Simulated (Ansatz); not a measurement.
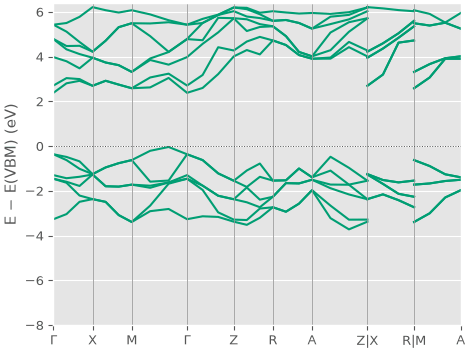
Band structure from plane-wave PAW HSE06 (Ansatz code)

**Question.** Read off the gap and where the band edges lie.

**Answer.** About 2.4 eV (2.39 eV among the points solved); maximum on the M–Γ line, 58 % of the way from M, minimum at Γ.

**Question.** Pick the material that matches.
A. MgS, P4_2/mmc (Mg on 2c, S on 2e)
B. MgSe, P4_2/mmc (Mg on 2c, Se on 2e)
C. MnO2, rutile
D. LaN, P4/nmm (La on 2c, N on 2a)

**Answer.** D, LaN, P4/nmm (La on 2c, N on 2a)

The first step of the workflow began from a Materials Project structure, measured or hypothetical; the Crystallography Open Database copy checked does not list it. COD files the formula under space group No. 225. Its standing as an ambient phase is unchecked. The cell was relaxed with HSE06 under the symmetry of its start; its stability against distortions is not shown here. The hybrid was solved on a coarse mesh, the path and, where they were found, the r²SCAN edge points; its band edges are the extreme levels among these. Spin–orbit coupling is left out wherever it is not named.

Potentials: the later of the program's two PAW sets.
